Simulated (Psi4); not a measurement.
**CH5FOSi (SMILES CO[SiH2]F) at HF/3-21G**

Aim: the vertical ionisation energy of CH5FOSi at HF/3-21G, from 2 runs. 

The calculation is run with Psi4 1.11.

2 further runs of the same task are left out: 2 set aside as unsound or not needed. Runs told in other sessions of the task aren't counted.

## Step 1: The molecule

CH5FOSi: 9 atoms, total charge 0, spin state singlet. SMILES: `CO[SiH2]F`. Geometry: relaxed at PBE0-D4/def2-TZVP. This is one conformer, not always the lowest.

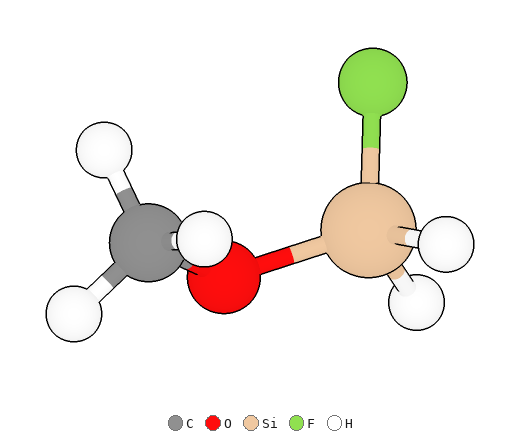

The structure, seen from a chosen angle (carbon grey, oxygen red, silicon light orange, fluorine green, hydrogen white).

## Step 2: Energy and forces at HF/3-21G

calc.py

```python
import psi4

psi4.set_memory(2200000000)
psi4.set_num_threads(1)
psi4.core.set_output_file('output.dat', False)

mol = psi4.geometry("""
C     -0.52950126     2.17450785    -1.30088746
O     -1.40520035    -0.12132042    -0.26078221
Si     0.31917474    -2.13104415     1.28482479
F      2.27145080    -3.52471717    -0.54820955
H      0.35829207     1.85004188    -3.13845715
H     -2.14653990     3.42720730    -1.55524460
H      0.83790456     3.10576489    -0.05480206
H     -1.41389309    -4.04722644     2.32795361
H      1.87536421    -0.82051908     3.21310133
units bohr
symmetry c1
""")

psi4.set_options(dict(puream=True, e_convergence=1e-09, d_convergence=1e-08, scf_type='pk'))

e_tot, wfn = psi4.gradient("scf/3-21G", return_wfn=True)
psi4.oeprop(wfn, "MAYER_INDICES", "LOWDIN_CHARGES", "QUADRUPOLE", title="SCF")
print('gradient / Eh bohr^-1')
print(e_tot.np.round(6))
print(f'energy = {wfn.energy():.10f} Eh')
for k, v in sorted(psi4.core.scalar_variables().items()):
    print(f'{k:45s} {v:18.10f}')
```

The run is started by

```sh
python calc.py
```

output.dat:

```text
[...]
  Running in c1 symmetry.
[...]
  Nuclear repulsion =  182.271974624346029
[...]
  Multiplicity = 1
[...]
  Nalpha       = 21
  Nbeta        = 21
[...]
    Number of basis functions: 50
[...]
   @RHF iter   1:  -501.32283556722513   -9.65052e-01   8.03244e-03 DIIS/ADIIS
[...]
   @RHF iter  11:  -501.39171921261880   -1.81899e-12   4.06990e-09 DIIS
[...]
    Orbital Energies [Eh]
    ---------------------
    Doubly Occupied:
       1A    -68.381801     2A    -26.133765     3A    -20.459646
       4A    -11.236269     5A     -6.181257     6A     -4.277903
       7A     -4.277713     8A     -4.277340     9A     -1.563883
      10A     -1.367634    11A     -0.948361    12A     -0.761725
      13A     -0.666462    14A     -0.658597    15A     -0.653610
      16A     -0.621645    17A     -0.618914    18A     -0.566039
      19A     -0.499048    20A     -0.466834    21A     -0.455645
[...]
  @RHF Final Energy:  -501.39171921261880
   => Energetics <=
    Nuclear Repulsion Energy =            182.2719746243460293
    One-Electron Energy =               -1057.1792065125157478
    Two-Electron Energy =                 373.5155126755508945
    Total Energy =                       -501.3917192126187956
[...]
  -Total Gradient:
     Atom            X                  Y                   Z
    ------   -----------------  -----------------  -----------------
       1        0.000472335043    -0.023605535549     0.013418418501
       2        0.009468901291    -0.004257109490     0.005560205526
       3        0.006692718553     0.015886993157    -0.033497111637
       4       -0.015686902453     0.010008116199     0.017226828669
       5        0.002568139758    -0.002357563179    -0.006490602166
       6       -0.007229994392     0.004392477945    -0.000516238827
       7        0.003801995886     0.002559492229     0.004091039395
       8       -0.002992756250    -0.002792954447    -0.001015452276
       9        0.002905562565     0.000166083136     0.001222912816
[...]
 Multipole Moments:
 ------------------------------------------------------------------------------------
     Multipole            Electronic (a.u.)      Nuclear  (a.u.)        Total (a.u.)
 ------------------------------------------------------------------------------------
 L = 1.  Multiply by 2.5417464519 to convert [e a0] to [Debye]
 Dipole X            :          2.0140302           -1.9439440            0.0700862
 Dipole Y            :         -5.1971194            5.9446443            0.7475249
 Dipole Z            :         -0.2222612            0.5177225            0.2954613
 Magnitude           :                                                    0.8068475
 L = 2.  Multiply by 1.3450342976 to convert [e a0^2] to [Debye ang]
 Quadrupole XX       :       -100.4414725           74.0018296          -26.4396429
 Quadrupole XY       :         77.5289836          -76.3575366            1.1714470
[...]
```

Standard output:

```text
gradient / Eh bohr^-1
[[ 0.000472 -0.023606  0.013418]
 [ 0.009469 -0.004257  0.00556 ]
 [ 0.006693  0.015887 -0.033497]
 [-0.015687  0.010008  0.017227]
 [ 0.002568 -0.002358 -0.006491]
 [-0.00723   0.004392 -0.000516]
 [ 0.003802  0.002559  0.004091]
 [-0.002993 -0.002793 -0.001015]
 [ 0.002906  0.000166  0.001223]]
energy = -501.3917192126 Eh
CURRENT ENERGY                                   -501.3917192126
CURRENT REFERENCE ENERGY                         -501.3917192126
DD SOLVATION ENERGY                                 0.0000000000
HF KINETIC ENERGY                                 500.3899725995
HF POTENTIAL ENERGY                             -1001.7816918121
HF TOTAL ENERGY                                  -501.3917192126
HF VIRIAL RATIO                                     2.0020019318
NUCLEAR REPULSION ENERGY                          182.2719746243
ONE-ELECTRON ENERGY                             -1057.1792065125
PCM POLARIZATION ENERGY                             0.0000000000
PE ENERGY                                           0.0000000000
SCF ITERATION ENERGY                             -501.3917192126
SCF ITERATIONS                                     11.0000000000
SCF TOTAL ENERGY                                 -501.3917192126
TWO-ELECTRON ENERGY                               373.5155126756
```

Wall time 2.2 s (1 thread of Intel Xeon Platinum 8375C at 2.90GHz (Ice Lake), shared host); peak memory 0.19 GiB.

## Step 3: The doublet cation, same level

input.dat

```
memory 2200 MB

molecule geom {
  1 2
  C     -0.280200     1.150700    -0.688400
  O     -0.743600    -0.064200    -0.138000
  Si     0.168900    -1.127700     0.679900
  F      1.202000    -1.865200    -0.290100
  H      0.189600     0.979000    -1.660800
  H     -1.135900     1.813600    -0.823000
  H      0.443400     1.643500    -0.029000
  H     -0.748200    -2.141700     1.231900
  H      0.992400    -0.434200     1.700300
  units angstrom
  symmetry c1
}

set {
  basis 3-21G
  reference uhf
  puream true
  e_convergence 1e-09
  d_convergence 1e-08
  scf_type pk
  maxiter 100
}

E, wfn = gradient('hf', return_wfn=True)
oeprop(wfn, 'DIPOLE', 'WIBERG_LOWDIN_INDICES', 'QUADRUPOLE', title='HF')
print_variables()
```

The run is started by

```sh
psi4 -n 1 input.dat output.dat
```

output.dat, shortened:

```text
[...]
  Running in c1 symmetry.
[...]
  Nuclear repulsion =  182.271974550983259
[...]
  Multiplicity = 2
[...]
  Nalpha       = 21
  Nbeta        = 20
[...]
    Number of basis functions: 50
[...]
   @UHF iter   1:  -500.88289185021813   -5.25108e-01   7.25519e-03 DIIS/ADIIS
[...]
   @UHF iter  25:  -501.02048262832812   -3.52429e-12   7.60623e-09 DIIS
[...]
   @S^2 Observed:                7.581641839E-01
[...]
  @UHF Final Energy:  -501.02048262832812
   => Energetics <=
    Nuclear Repulsion Energy =            182.2719745509832592
    One-Electron Energy =               -1045.7045839471979889
    Two-Electron Energy =                 362.4121267678866047
    Total Energy =                       -501.0204826283281250
  UHF NO Occupations:
  HONO-2 :   19  A 1.9987642
  HONO-1 :   20  A 1.9982546
  HONO-0 :   21  A 1.0000000
  LUNO+0 :   22  A 0.0017454
  LUNO+1 :   23  A 0.0012358
[...]
  -Total Gradient:
     Atom            X                  Y                   Z
    ------   -----------------  -----------------  -----------------
       1        0.006392699122    -0.075042805137     0.026482585087
       2        0.056177765838    -0.061182553377     0.051469768324
       3       -0.070264134015     0.132891100433    -0.114084666650
       4       -0.003407347452    -0.005525174947     0.022924902153
       5        0.000932704799     0.009198476527    -0.003413069474
       6       -0.005510124946     0.009746391458     0.000288982450
       7        0.001754745692     0.013021737943     0.000619179617
       8        0.000619092921    -0.011605804784     0.005804637918
       9        0.013304598040    -0.011501368121     0.009907680580
[...]
 Multipole Moments:
 ------------------------------------------------------------------------------------
[...]
```

Wall time 2.4 s (1 thread of Intel Xeon Platinum 8375C at 2.90GHz (Ice Lake), shared host); peak memory 0.19 GiB.

## Step 4: Results

Level: HF/3-21G.

| quantity | value |
| --- | --- |
| singlet CH5FOSi: total energy | -501.39172 Eh |
| singlet CH5FOSi: dipole moment | 2.05 D |
| singlet CH5FOSi: HOMO energy | -12.40 eV |
| singlet CH5FOSi: LUMO energy | 5.33 eV |
| singlet CH5FOSi: HOMO–LUMO gap | 17.73 eV |
| singlet CH5FOSi: largest force on an atom | 1.937 eV/Å |
| doublet cation: total energy | -501.02048 Eh |
| doublet cation: HOMO energy (highest over α and β) | -18.83 eV |
| doublet cation: LUMO energy (lowest over α and β) | -7.78 eV |
| doublet cation: ⟨S²⟩ | 0.758 |
| doublet cation: largest force on an atom | 9.704 eV/Å |
| vertical ionisation energy (to the doublet cation) | 10.102 eV |

What this shows: Removing an electron at fixed nuclei costs 10.10 eV (233 kcal/mol). The largest force (singlet CH5FOSi) is 1.94 eV/Å: the shape isn't a stationary point for this species at this level. The negative HOMO energy of the first species, 12.40 eV, lies 2.30 eV above that difference.
